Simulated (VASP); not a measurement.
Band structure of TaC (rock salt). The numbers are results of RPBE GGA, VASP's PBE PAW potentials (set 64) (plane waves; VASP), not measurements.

Unless said otherwise, spin-orbit coupling is left out, though it shifts the bands of the heavy elements here.

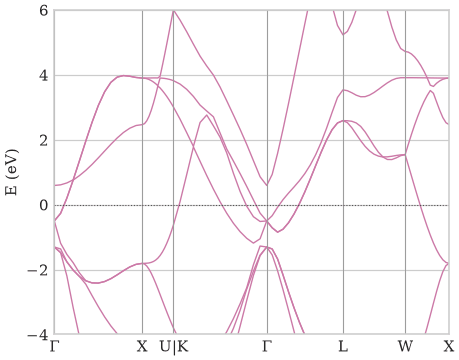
Figure. Bands along high-symmetry lines, zero at the valence-band maximum or, without a gap, the Fermi level

**Question.** Read the plot: is there a gap, and where are the band edges?

**Answer.** It has no gap at this level: it comes out as a metal or semimetal. (Edges off the drawn lines would not show.)

The compound is TaC in the rock salt structure. It was relaxed first. The electron count is odd and the run is not spin-polarised, which forces a metal.
